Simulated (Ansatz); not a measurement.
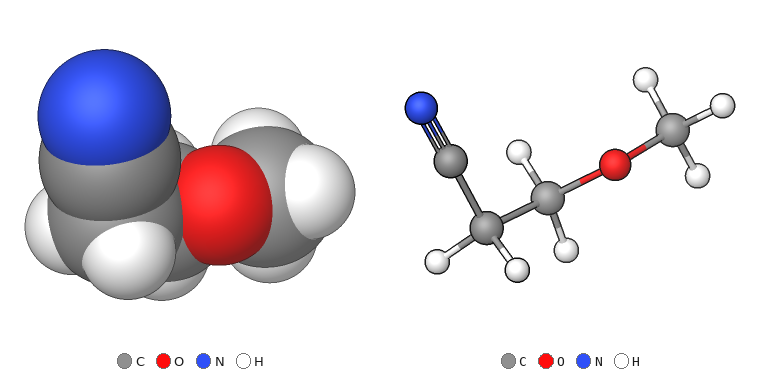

The same structure drawn twice, from different directions.

Identify the structure.

It has 13 atoms: 4 carbon, 7 hydrogen, 1 nitrogen and 1 oxygen (C₄H₇NO). Its SMILES string is `COCCC#N`. It has no ring. Among its groups: ether, nitrile. The point group is C1. Coordination: 3 C tetrahedral; 1 O bent; 1 C linear.

More results for the same structure follow; atom numbers are the same in all pictures, views and colours differ. The computed structure is the end point of a PBE0-D4/def2-TZVP optimisation.

## Shape

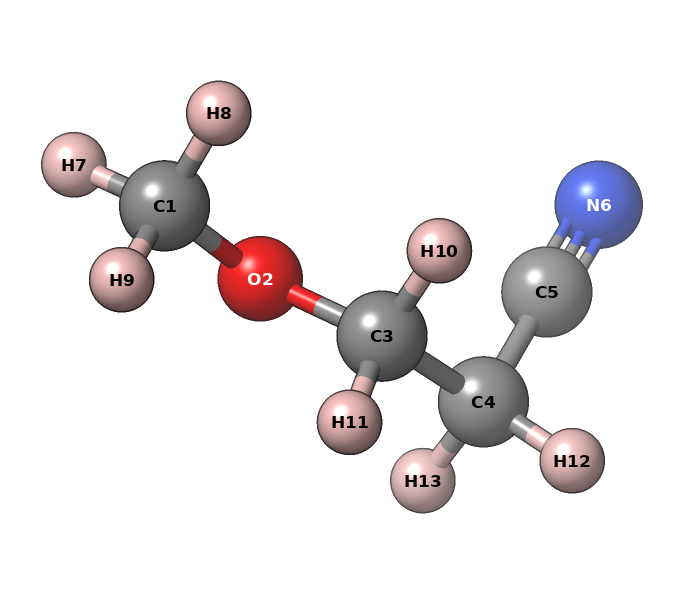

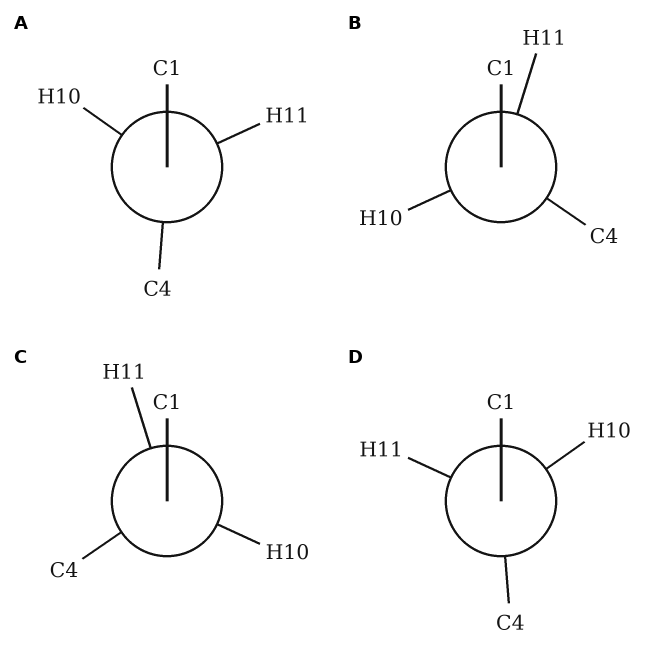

Depth is shown by fading: the farther an atom, the more it takes the colour of the background. Bonds that would overlap in a projection are set slightly apart.

Which Newman projection shows the view along O2–C3, with O2 in front?

A. The torsion angle C1–O2–C3–C4 is −176°, antiperiplanar (anti).

## Vibrations

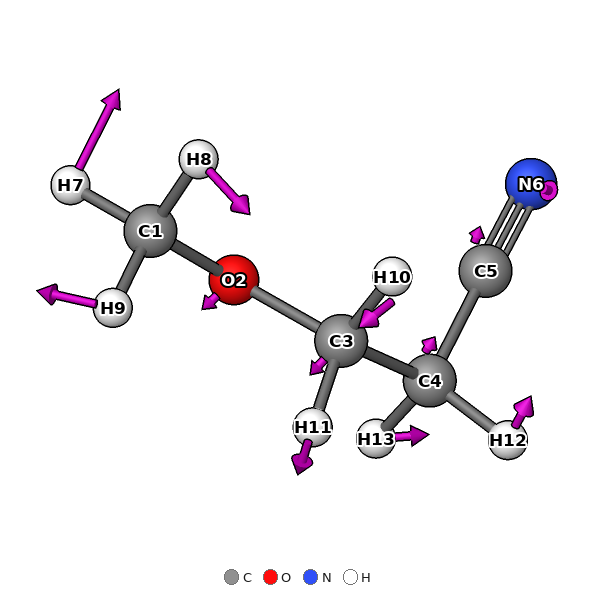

The arrows show one normal mode. Harmonic vibrations computed with RKS PBE0-D4/def2-TZVP (Ansatz 0.2.0) at a stationary point of the same level.

At what wavenumber does it lie?

203 cm⁻¹; it is mode 3 of 33 counted from the lowest.

## Levels of theory compared

Program: Ansatz 0.2.0.

At this fixed geometry, give dipole (D) at these levels: B3LYP-D4/def2-TZVPP; PBE-D4/def2-TZVPP; PBE0-D4/def2-TZVP; r2SCAN-D4/def2-TZVPP; ωB97M-V/def2-TZVPP.

```csv
level,dipole (D)
B3LYP-D4/def2-TZVPP,4.72
PBE-D4/def2-TZVPP,4.58
PBE0-D4/def2-TZVP,4.73
r2SCAN-D4/def2-TZVPP,4.72
ωB97M-V/def2-TZVPP,4.72
```

## Charges

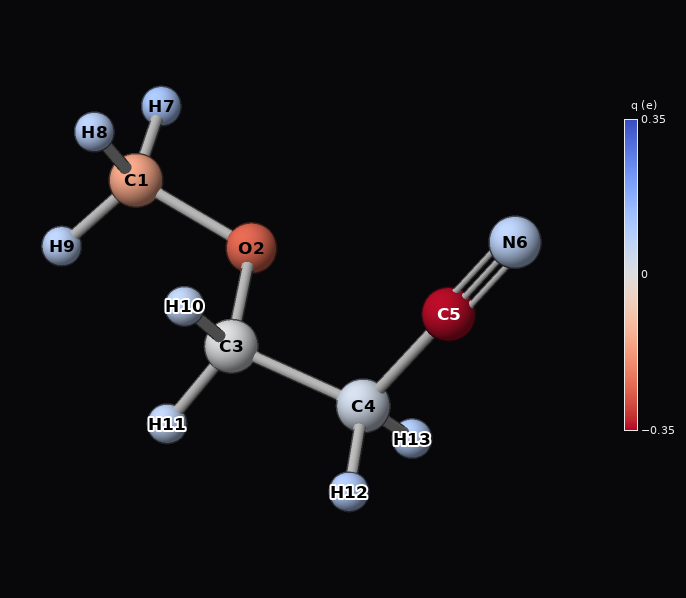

Atoms are coloured by their Mulliken charges. Method: RKS PBE-D4/def2-TZVPP (Ansatz 0.2.0).

Give the Mulliken charges atom by atom.

| atom | value (e) |
| --- | --- |
| C1 | −0.15 |
| O2 | −0.25 |
| C3 | 0.01 |
| C4 | 0.03 |
| C5 | −0.34 |
| N6 | 0.08 |
| H7 | 0.12 |
| H8 | 0.09 |
| H9 | 0.08 |
| H10 | 0.07 |
| H11 | 0.07 |
| H12 | 0.10 |
| H13 | 0.10 |

Mulliken values depend strongly on the basis set and can even reverse the polarity of a bond.
